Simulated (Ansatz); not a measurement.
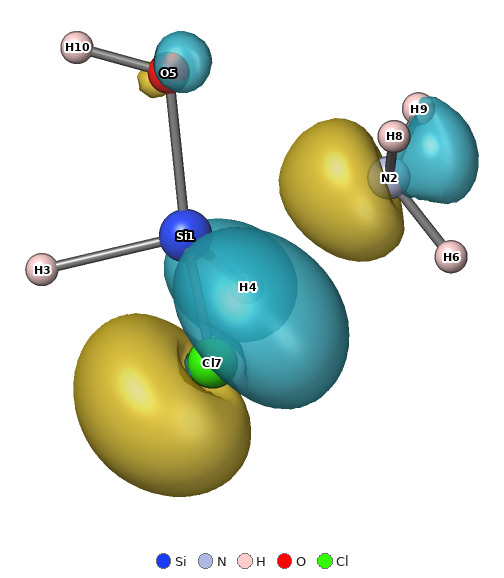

The picture shows: ClH₃OSi···NH₃. The HOMO−1 at ±0.15 Å⁻³ᐟ² (yellow and cyan are the two phases), seen across its widest extent.

The product side of a reaction path; geometry: PBE0-D4/def2-TZVP.

Level of theory: RKS PBE0-D4/def2-TZVPP in Ansatz.

| atom | x (Å) | y (Å) | z (Å) |
| --- | --- | --- | --- |
| Si | -0.3723 | 0.6184 | -0.4924 |
| N | 0.3628 | -0.6304 | 1.1189 |
| H | -0.8227 | 1.4411 | -1.6689 |
| H | -1.5375 | 0.7519 | 0.4232 |
| O | -0.0872 | -0.8151 | -1.2933 |
| H | 0.3862 | -0.1258 | 1.9972 |
| Cl | 1.2380 | 1.8658 | 0.0380 |
| H | 1.3018 | -0.9437 | 0.9003 |
| H | -0.2311 | -1.4470 | 1.2131 |
| H | -0.2377 | -0.7154 | -2.2360 |

### Describe this orbital and give its energy.

By Hirshfeld shares it lies mainly on Cl7 (about 65 %), N2 (about 15 %), Si1 (about 10 %) and H4 (about 5 %). Its energy is −8.42 eV.
